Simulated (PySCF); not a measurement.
# C3H5O− (SMILES C=CC[O-]) at 5 levels

Wanted: a comparison of 5 runs (HF/STO-3G, HF/3-21G, HF/6-311G**, B3LYP/6-31G*) of C3H5O−. 

The results are computed with PySCF 2.14.0.

## (1) Starting point

The species is C3H5O− (9 atoms), meant as a singlet with charge -1. As SMILES, `C=CC[O-]`. The coordinates come from a GFN2-xTB relaxation. This is one conformer, not always the lowest.

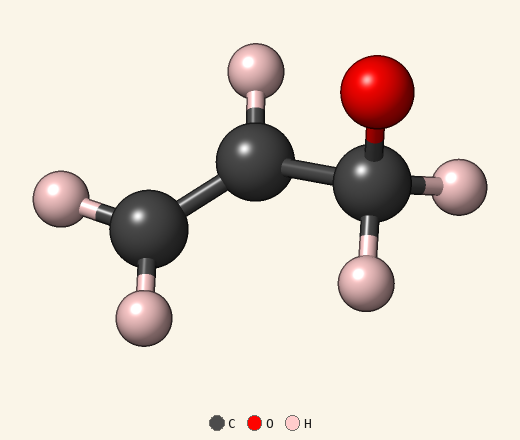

Viewed from a chosen angle; carbon dark grey, oxygen red, hydrogen pink.

## (2) Energy and forces at HF/STO-3G (run 1)

File calc.py:

```python
import pyscf.grad
from pyscf import gto

mol = gto.M(
    atom='''
C   -0.551990   1.055680  -0.726450
C    0.398050   0.356280  -0.118150
C    0.219540  -0.996860   0.543870
O    0.246070  -0.824110   1.849650
H   -0.438840   2.100500  -0.998180
H   -1.509070   0.614470  -0.966920
H    1.336460   0.841720   0.133460
H   -0.744770  -1.455000   0.142060
H    1.044560  -1.692680   0.140660
''',
    spin=0,
    max_memory=1860,
    verbose=4,
    basis='sto-3g',
    charge=-1,
)

mf = mol.RHF()
mf.conv_tol = 1e-10
mf.kernel()
if not mf.converged:
    mf = mf.newton().run(mf.mo_coeff, mf.mo_occ)

energy = mf.e_tot
print('E(%s) = %.9f' % ('HF', energy))
grad = mf.Gradients().kernel()
dip = mf.dip_moment()
pop, q = mf.mulliken_pop()
```

On the command line:

```console
OMP_NUM_THREADS=1 python calc.py
```

Output:

```text
PySCF version 2.14.0

[... 67 lines left out ...]
converged SCF energy = -188.651474206473
[... 13 lines left out ...]
WARN: System has nonzero charge -1; the dipole moment is origin-dependent.
[... 2 lines left out ...]
Dipole moment(X, Y, Z, Debye): -0.41342,  2.73133, -5.29516
[... 35 lines left out ...]
charge of    8H =     -0.09580
```

Wall time 2.9 s (1 thread of Intel Xeon at 2.50GHz (Skylake/Cascade Lake), shared host); peak memory 0.12 GiB.

## (3) Energy and forces at HF/3-21G (run 2)

File run.py:

```python
import pyscf.grad
from pyscf import gto, scf

mol = gto.M(
    atom='''
C   -0.551990   1.055680  -0.726450
C    0.398050   0.356280  -0.118150
C    0.219540  -0.996860   0.543870
O    0.246070  -0.824110   1.849650
H   -0.438840   2.100500  -0.998180
H   -1.509070   0.614470  -0.966920
H    1.336460   0.841720   0.133460
H   -0.744770  -1.455000   0.142060
H    1.044560  -1.692680   0.140660
''',
    spin=0,
    verbose=4,
    basis='3-21g',
    max_memory=1860,
    charge=-1,
)

mf = scf.RHF(mol)
mf.conv_tol = 1e-10
mf.kernel()
if not mf.converged:
    mf = mf.newton().run(mf.mo_coeff, mf.mo_occ)

e_final = mf.e_tot
print('Final energy', e_final)
grad = mf.Gradients().kernel()
mf.analyze()
```

On the command line:

```console
OMP_NUM_THREADS=1 python run.py
```

Output:

```text
PySCF version 2.14.0

[... 82 lines left out ...]
Nuclear Repulsion Energy =             109.769675098194284
[... 11 lines left out ...]
MO #6   energy= -0.845766865829388 occ= 2
[... 9 lines left out ...]
MO #16  energy= -0.0638484315743775 occ= 2
[... 9 lines left out ...]
MO #26  energy= 1.0958635170981    occ= 0
[... 9 lines left out ...]
MO #36  energy= 1.55422968353022   occ= 0
[... 9 lines left out ...]
MO #46  energy= 3.71210417615209   occ= 0
[... 59 lines left out ...]
WARN: System has nonzero charge -1; the dipole moment is origin-dependent.
Location of origin: [0. 0. 0.]

Dipole moment(X, Y, Z, Debye): -0.42642,  2.93511, -5.95545
```

Wall time 3.3 s (1 thread of Intel Xeon at 2.50GHz (Skylake/Cascade Lake), shared host); peak memory 0.12 GiB.

Run 3 isn't shown in full; the table further down has it.

## (4) Energy and gradient at B3LYP/6-31G(d) (spherical functions) (run 4)

File calc.py:

```python
# C=CC[O-]
from pyscf import gto, dft

mol = gto.M(
    atom=[
    ('C', (-0.551990, 1.055680, -0.726450)),
    ('C', (0.398050, 0.356280, -0.118150)),
    ('C', (0.219540, -0.996860, 0.543870)),
    ('O', (0.246070, -0.824110, 1.849650)),
    ('H', (-0.438840, 2.100500, -0.998180)),
    ('H', (-1.509070, 0.614470, -0.966920)),
    ('H', (1.336460, 0.841720, 0.133460)),
    ('H', (-0.744770, -1.455000, 0.142060)),
    ('H', (1.044560, -1.692680, 0.140660)),
],
    charge=-1,
    basis='6-31g*',
    max_memory=1860,
    verbose=4,
)

ks = dft.RKS(mol, xc='b3lyp')
ks.conv_tol = 1e-10
ks.grids.level = 5
ks.kernel()
if not ks.converged:
    ks = ks.newton().run(ks.mo_coeff, ks.mo_occ)

etot = ks.e_tot
print('Final energy', etot)
grad = ks.nuc_grad_method().kernel()
ks.analyze()
```

On the command line:

```console
OMP_NUM_THREADS=1 python calc.py
```

Output:

```text
PySCF version 2.14.0

[... 104 lines left out ...]
MO #1   energy= -18.7841885711273  occ= 2
[... 12 lines left out ...]
MO #14  energy= -0.0598125571794244 occ= 2
[... 12 lines left out ...]
MO #27  energy= 0.744173244028323  occ= 0
[... 12 lines left out ...]
MO #40  energy= 1.19336927134896   occ= 0
[... 12 lines left out ...]
MO #53  energy= 2.14666868773722   occ= 0
[... 12 lines left out ...]
MO #66  energy= 3.16615169082319   occ= 0
[... 79 lines left out ...]
WARN: System has nonzero charge -1; the dipole moment is origin-dependent.
Location of origin: [0. 0. 0.]

Dipole moment(X, Y, Z, Debye): -0.45842,  2.63140, -5.15728
```

Run time: 43 s. Hardware: 1 thread of Intel Xeon at 2.50GHz (Skylake/Cascade Lake), shared host; peak memory 0.68 GiB.

## (5) Energy and gradient at B3LYP/6-31G(d) (Cartesian functions) (run 5)

File input.py:

```python
from pyscf import gto, dft

molecule = gto.M(
    atom='''
C   -0.551990   1.055680  -0.726450
C    0.398050   0.356280  -0.118150
C    0.219540  -0.996860   0.543870
O    0.246070  -0.824110   1.849650
H   -0.438840   2.100500  -0.998180
H   -1.509070   0.614470  -0.966920
H    1.336460   0.841720   0.133460
H   -0.744770  -1.455000   0.142060
H    1.044560  -1.692680   0.140660
''',
    max_memory=1860,
    cart=True,
    spin=0,
    verbose=4,
    basis='6-31g*',
    charge=-1,
)

ks = dft.RKS(molecule, xc='b3lyp')
ks.conv_tol = 1e-10
ks.grids.level = 5
ks.kernel()
if not ks.converged:
    ks = ks.newton().run(ks.mo_coeff, ks.mo_occ)

etot = ks.e_tot
print('E = %.10f Eh' % etot)
grad = ks.nuc_grad_method().kernel()
ks.analyze()
```

On the command line:

```console
OMP_NUM_THREADS=1 python input.py
```

Output:

```text
PySCF version 2.14.0

[... 102 lines left out ...]
DFT Exchange-Correlation Energy =      -26.985104719027873
[... 15 lines left out ...]
MO #14  energy= -0.0602041344331443 occ= 2
[... 13 lines left out ...]
MO #28  energy= 0.752484785542288  occ= 0
[... 13 lines left out ...]
MO #42  energy= 1.31822400409613   occ= 0
[... 13 lines left out ...]
MO #56  energy= 2.27821671446721   occ= 0
[... 13 lines left out ...]
MO #70  energy= 4.64350179625996   occ= 0
[... 83 lines left out ...]
WARN: System has nonzero charge -1; the dipole moment is origin-dependent.
Location of origin: [0. 0. 0.]

Dipole moment(X, Y, Z, Debye): -0.46242,  2.63534, -5.16731
```

Run time: 45 s. Hardware: 1 thread of Intel Xeon at 2.50GHz (Skylake/Cascade Lake), shared host; peak memory 0.71 GiB.

## (6) The series

```csv
run,level,integration grid,Cartesian functions,energy (Eh),HOMO energy (eV),LUMO energy (eV),HOMO–LUMO gap (eV),wall time
1,HF/STO-3G,–,no,-188.651474,3.36,14.82,11.45,2.9 s
2,HF/3-21G,–,no,-190.183639,-1.74,10.38,12.11,3.3 s
3,HF/6-311G**,–,no,-191.330687,-2.78,8.75,11.53,26 s
4,B3LYP/6-31G* (spherical functions),5,no,-192.473215,1.62,6.10,4.48,43 s
5,B3LYP/6-31G* (Cartesian functions),5,yes,-192.477781,1.59,6.09,4.50,45 s
```

## (7) Outcome

| quantity | value |
| --- | --- |
| run 5: total energy | -192.47778 Eh |
| run 5: HOMO energy | 1.59 eV |
| run 5: LUMO energy | 6.09 eV |
| run 5: HOMO–LUMO gap (to an unbound level, set by the basis) | 4.50 eV |
| run 5: largest force on an atom | 0.767 eV/Å |

The HOMO–LUMO gap runs from 4.48 eV (B3LYP/6-31G*) to 12.11 eV (HF/3-21G). The two ends differ in method and basis. The empty levels of an anion lie above zero and hang on the basis. In runs 1, 4, 5 the HOMO lies above zero, so the outermost electron may be held by the basis alone. In run 1 the basis is minimal, so the values are rough. All runs together took 2 min, the longest 45 s.
